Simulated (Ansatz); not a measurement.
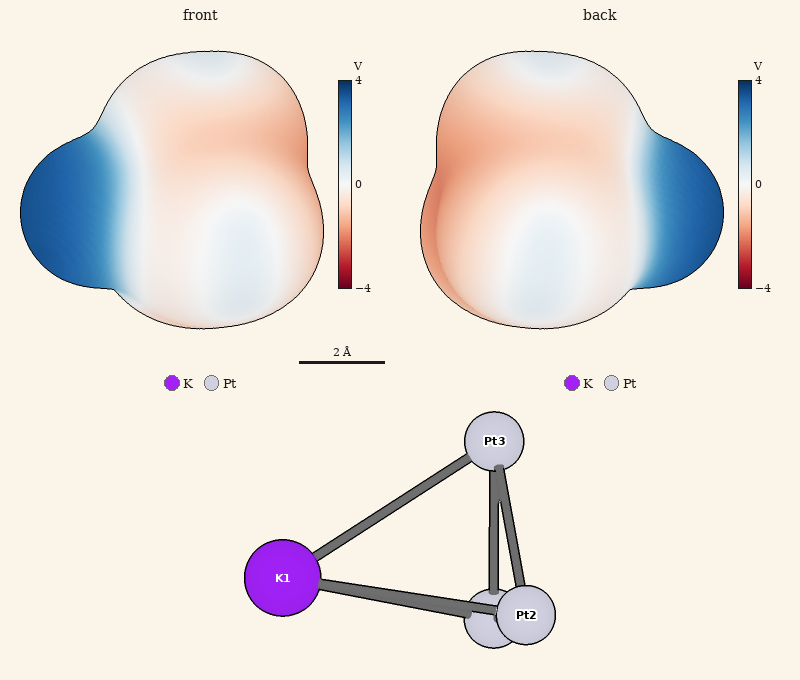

Figure. KPt$_{3}$ (doublet). The electrostatic potential painted on the density surface at 0.001 e/bohr³, seen from the front and from behind; the colour scale runs from red (negative) to blue (positive). The bare structure is drawn below in the same view.

Geometry: r2SCAN-D4/def2-SVP; ⟨S²⟩ = 0.82, above the pure value of 0.75; core potentials replace the inner electrons of Pt.

Theory: Ansatz 0.2.0, UKS PBE0-D4/def2-TZVP.

Where is the surface potential most negative and most positive?

The most negative region (about −1.9 V) lies over Pt2, Pt3 and Pt4, the most positive (about +3.4 V) over K1.
